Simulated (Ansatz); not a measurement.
# HBrO (triplet): one geometry, many settings at distance Br1–H2 along a hydrogen transfer = 1.421 Å

What do other methods and options give for HBrO (triplet) at this geometry, and how long do they take?

Method: the settings change from run to run; program: Ansatz 0.2.0, Gaussian basis.

4 further runs of the same task are left out: 4 that didn't finish.

## Step 1: The system

The geometry derives from fragments relaxed apart (PBE0/def2-TZVP) and kept rigid, so it is no stationary point. A hydrogen atom is moved between rigid fragments. No spin-orbit coupling is included. The filled d shell of Br may be among the frozen orbitals whatever the setting's name suggests; the logs give the count.

3 atoms, charge 0, spin multiplicity 3.

Atoms are counted from 1 here; the program's logs count them from 0.

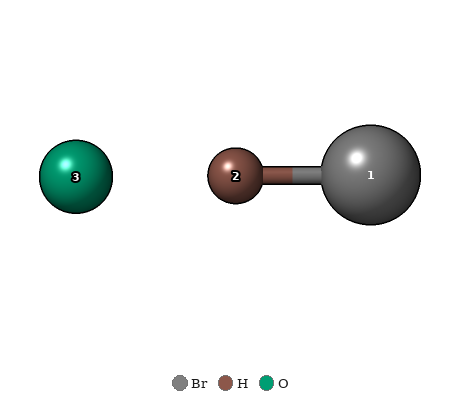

The structure; bromine grey, hydrogen brown, oxygen teal; atoms are numbered from 1 in the order of the file.

## Step 2: CCSD(T) on ROHF/cc-pVDZ

Contents of in.yaml:

```yaml
crystal:
  periodic: [false, false, false]
  atoms:
    - {symbol: Br, position_ang: [0.000000, 0.000000, -1.507867]}
    - {symbol: H, position_ang: [0.000000, 0.000000, -0.087267]}
    - {symbol: O, position_ang: [0.000000, 0.000000, 1.595133]}
basis:
  gaussian: {orbitals: cc-pVDZ}
magnetization: {spin_polarized: false, initial_magnetization: 2}
correlation: {method: ccsd_t, electrons: valence, diis_vectors: 4}
```

Command:

```sh
$ ansatz run in.yaml --threads 1 --pin off --events-out ev --progress --plain --max-ram 2393MiB
```

Output, cut to the lines that bear on the results:

```text
Functional definition: HF
  name "HF"
  cite "Fock, Z. Phys. 61, 126 (1930) doi:10.1007/BF01340294"
  parent pbe
[...]
490 factors; integrals over basis functions are off by at most 1.3e-3 eV
[...]
mean field -72048.91059113 eV, -2647.7486277184 hartree, gradient 1.9e-6 eV, S^2 2.000000; 8 other end points of the search recorded, 0 dependent functions left out
[...]
determinant -72048.91059113 eV, -2647.7486277184 hartree, with singles and doubles -72056.49116953 eV, -2648.0272088362 hartree
determinant -72048.77717062 eV, -2647.7437246051 hartree, with singles and doubles -72056.38744640 eV, -2648.0233970815 hartree
determinant -72048.91059113 eV, -2647.7486277184 hartree, with singles and doubles -72056.49178159 eV, -2648.0272313292 hartree
determinant -72048.77717062 eV, -2647.7437246051 hartree, with singles and doubles -72056.38796224 eV, -2648.0234160383 hartree
10 core orbitals not correlated: weight in the atoms' cores, before any rotation towards them, 1.000 or more for the frozen orbitals, at most 0.000 for the correlated occupied ones
reference -72048.91059113 eV, -2647.7486277184 hartree; 13, 11 occupied and 23, 25 virtual orbitals, 490 factors
second order -6.71441440 eV of doubles, -0.10162925 eV of singles
cycle   1  -7.58118515 eV  change    5.3e-6 eV  update   3.1e-6
perturbative correction -0.10107295 eV, -0.0037143623 hartree
Total energy: -72056.59284923 eV, -2648.0309454962 hartree
```

Wall time 3.1 s (1 thread of AMD EPYC 9R45, shared host).

From the report: correlation -7.6823 eV; T1 0.009; largest double amplitude 0.05.

## Step 3: MP2 on UHF/cc-pVDZ

in.yaml, as its differences from that of step 2:

```diff
@@ -8,3 +8,3 @@
   gaussian: {orbitals: cc-pVDZ}
-magnetization: {spin_polarized: false, initial_magnetization: 2}
-correlation: {method: ccsd_t, electrons: valence, diis_vectors: 4}
+magnetization: {spin_polarized: true, initial_magnetization: 2}
+correlation: {method: mp2, electrons: outside_noble_gas}
```

The command is unchanged.

Output, cut to the lines that bear on the results:

```text
Functional definition: HF
  name "HF"
  cite "Fock, Z. Phys. 61, 126 (1930) doi:10.1007/BF01340294"
  parent pbe
[...]
490 factors; integrals over basis functions are off by at most 1.3e-3 eV
[...]
mean field -72049.05729395 eV, -2647.7540189477 hartree, gradient 9.4e-7 eV, S^2 2.007416; 7 other end points of the search recorded, 0 dependent functions left out
15 core orbitals not correlated: weight in the atoms' cores, before any rotation towards them, 1.000 or more for the frozen orbitals, at most 0.000 for the correlated occupied ones
reference -72049.05729395 eV, -2647.7540189477 hartree; 8, 6 occupied and 23, 25 virtual orbitals, 490 factors
second order -6.30390966 eV of doubles, -0.00000000 eV of singles
Total energy: -72055.36120362 eV, -2647.9856833549 hartree
```

Wall time 0.69 s (1 thread of AMD EPYC 9R45, shared host).

From the report: ⟨S²⟩ of the determinant 2.007 (pure triplet: 2.00).

## Step 4: HF/6-31G*

in.yaml, as its differences from that of step 3:

```diff
@@ -7,4 +7,6 @@
 basis:
-  gaussian: {orbitals: cc-pVDZ}
+  gaussian: {orbitals: "6-31G*", point_charges: [{charge: -0.50, position_ang: [3.344, -0.714, 0.697]}]}
 magnetization: {spin_polarized: true, initial_magnetization: 2}
-correlation: {method: mp2, electrons: outside_noble_gas}
+hamiltonian: {xc: hf}
+accuracy: high
+output: {orbitals: {seedname: orbitals}}
```

Same command.

Output, cut to the lines that bear on the results:

```text
Functional definition: HF
  name "HF"
  cite "Fock, Z. Phys. 61, 126 (1930) doi:10.1007/BF01340294"
  parent pbe
[...]
785 factors; integrals over basis functions are off by at most 6.1e-9 eV
[...]
mean field -72041.14320319 eV, -2647.4631814764 hartree, gradient 2.1e-8 eV, S^2 2.008193; 3 other end points of the search recorded, 0 dependent functions left out
reference -72041.14320319 eV, -2647.4631814764 hartree; 23, 21 occupied and 29, 31 virtual orbitals, 785 factors
Total energy: -72041.14320319 eV, -2647.4631814764 hartree
```

Run time: 1.3 s. Hardware: 1 thread of AMD EPYC 9R45, shared host.

From the report: ⟨S²⟩ of the determinant 2.008 (pure triplet: 2.00).

## Step 5: BCCD(T) on ROHF/cc-pVDZ

Contents of in.yaml:

```yaml
crystal:
  periodic: [false, false, false]
  atoms:
    - {symbol: Br, position_ang: [0.000000, 0.000000, -1.507867]}
    - {symbol: H, position_ang: [0.000000, 0.000000, -0.087267]}
    - {symbol: O, position_ang: [0.000000, 0.000000, 1.595133]}
basis:
  gaussian: {orbitals: cc-pVDZ}
magnetization: {spin_polarized: false, initial_magnetization: 2}
correlation: {method: bccd_t, electrons: outside_noble_gas}
scf: {lower_state_search: full}
```

Same command.

Output, cut to the lines that bear on the results:

```text
Functional definition: HF
  name "HF"
  cite "Fock, Z. Phys. 61, 126 (1930) doi:10.1007/BF01340294"
  parent pbe
[...]
490 factors; integrals over basis functions are off by at most 1.3e-3 eV
[...]
mean field -72048.91059113 eV, -2647.7486277184 hartree, gradient 1.9e-6 eV, S^2 2.000000; 14 other end points of the search recorded, 0 dependent functions left out
[...]
determinant -72048.91059113 eV, -2647.7486277184 hartree, with singles and doubles -72056.16289173 eV, -2648.0151448497 hartree
determinant -72048.77717062 eV, -2647.7437246051 hartree, with singles and doubles -72056.06076891 eV, -2648.0113919054 hartree
determinant -72048.91059113 eV, -2647.7486277184 hartree, with singles and doubles -72056.16354038 eV, -2648.0151686870 hartree
determinant -72048.77717062 eV, -2647.7437246051 hartree, with singles and doubles -72056.06134573 eV, -2648.0114131031 hartree
[...]
15 core orbitals not correlated: weight in the atoms' cores, before any rotation towards them, 1.000 or more for the frozen orbitals, at most 0.000 for the correlated occupied ones
reference -72048.91059113 eV, -2647.7486277184 hartree; 8, 6 occupied and 23, 25 virtual orbitals, 490 factors
second order -6.34114520 eV of doubles, -0.10162924 eV of singles
cycle   1  -7.25133611 eV  change    1.6e-3 eV  update   2.6e-3
[...]
cycle   7  -7.25008815 eV  change    3.7e-6 eV  update   8.3e-6
perturbative correction -0.09382204 eV, -0.0034478965 hartree
Total energy: -72056.25450133 eV, -2648.0185114402 hartree
```

Run time: 2.6 s. Hardware: 1 thread of AMD EPYC 9R45, shared host.

From the report: correlation -7.3439 eV; largest double amplitude 0.05.

## Step 6: The runs in one table

Where basis and cores are those of an earlier UCCSDT(Q)/cc-pVDZ run (-72056.2759 eV), and the state is the same kind, the miss against it is given.

| level | correlated | functions | energy (eV) | from UCCSDT(Q) (meV) | time |
| --- | --- | --- | --- | --- | --- |
| CCSD(T) on ROHF/cc-pVDZ | valence | 46 | -72056.5928 |  | 3.1 s |
| MP2 on UHF/cc-pVDZ | outside noble gas | 46 | -72055.3612 | 914.6 | 0.69 s |
| HF/6-31G* (beside a point charge) |  | 52 | -72041.1432 |  | 1.3 s |
| BCCD(T) on ROHF/cc-pVDZ | outside noble gas | 46 | -72056.2545 | 21.4 | 2.6 s |

## Step 7: Summary of results

| quantity | value |
| --- | --- |
| runs | 4 |
| quickest | MP2 on UHF/cc-pVDZ, 0.69 s |
| slowest | CCSD(T) on ROHF/cc-pVDZ, 3.1 s |

**Reading.** Total energies in different bases, with other cores or another treatment of relativity can't be set against each other. CCSD(T) on ROHF/cc-pVDZ took 5 times as long as MP2 on UHF/cc-pVDZ; the jobs differ in more than the method. Among the correlated runs with a miss given, it spans +21 to +915 meV.
